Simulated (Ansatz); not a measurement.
**Pressure series in ZnSnO3**

Base system: ZnSnO3 (space group R3c, No. 161; a = 5.278 Å, c = 14.010 Å (hexagonal axes)).

Cell and atoms are relaxed at each pressure.

The values are results of PBEsol in Ansatz (plane waves to 420 eV, PAW, spin-orbit coupling left out), not measurements.

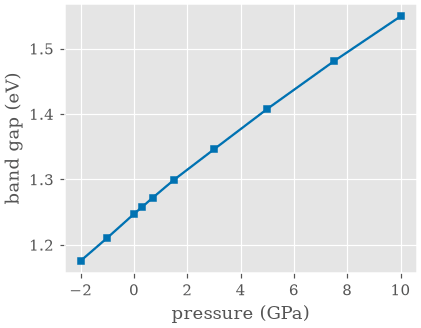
*Band gap against pressure*

| pressure (GPa) | band gap |
|---|---|
| -2 | 1.18 eV |
| -1 | 1.21 eV |
| 0.3 | 1.26 eV |
| 0.7 | 1.27 eV |
| 1.5 | 1.30 eV |
| 3 | 1.35 eV |
| 5 | 1.41 eV |
| 7.5 | 1.48 eV |
| 10 | 1.55 eV |

Load acts through the strain it causes; cell and atoms are relaxed under it. No phonon test of stability was made. No other phases were tried under pressure.

Ansatz is an electronic-structure program.
